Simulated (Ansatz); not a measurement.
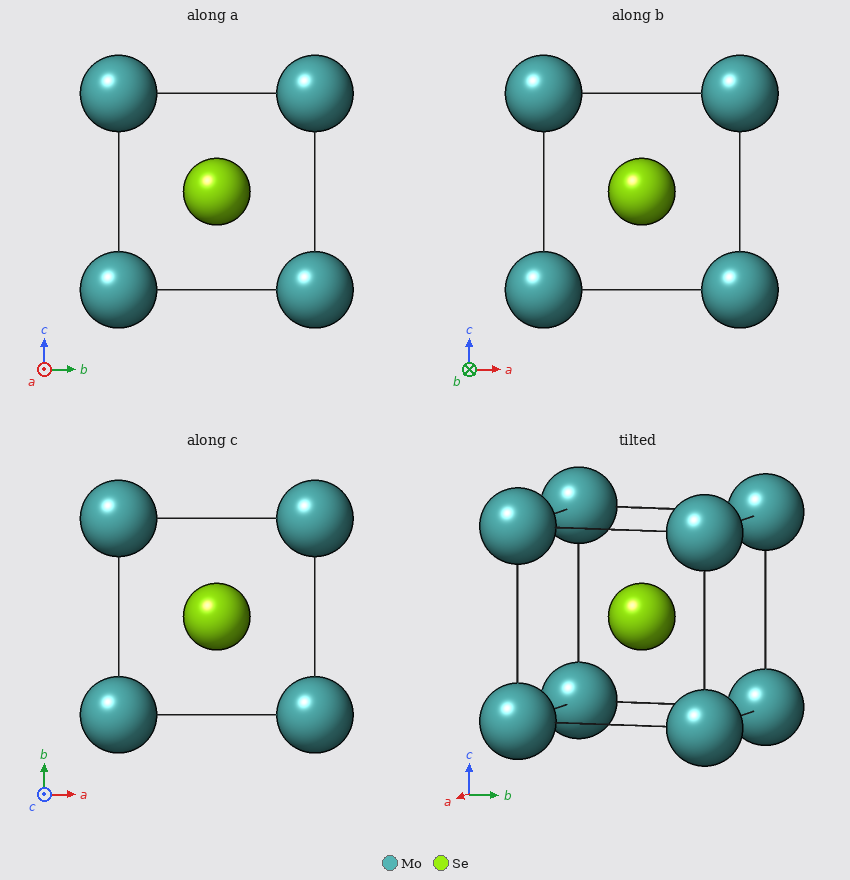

Spheres-only representation of a periodic structure, projected along the a axis, along the b axis, along the c axis and slightly off an axis. Thin lines show the conventional unit cell, with boundary atoms drawn in all their periodic places.

Lattice parameters: a = 3.4856 Å, b = 3.4856 Å, c = 3.4856 Å, α = 90.000°, β = 90.000°, γ = 90.000°.

Question: Record the structure as a CIF with its space group and independent sites.

Answer:
```cif
data_structure
_symmetry_space_group_name_H-M 'P m -3 m'
_symmetry_Int_Tables_number 221
_cell_length_a 3.4856
_cell_length_b 3.4856
_cell_length_c 3.4856
_cell_angle_alpha 90.000
_cell_angle_beta 90.000
_cell_angle_gamma 90.000
_cell_volume 42.35
loop_
_atom_site_label
_atom_site_type_symbol
_atom_site_symmetry_multiplicity
_atom_site_Wyckoff_symbol
_atom_site_fract_x
_atom_site_fract_y
_atom_site_fract_z
_atom_site_occupancy
Mo1 Mo 1 a 0.0000 0.0000 0.0000 1
Se1 Se 1 b 0.5000 0.5000 0.5000 1
```

Its origin is a structure type filled with these elements by a generator (whether the compound takes this form wasn't checked). Earlier steps of the study, as a rule a relaxation of our own, may have changed the cell and positions, so they can lie some per cent off the listed ones. It went into a calculation with Ansatz.
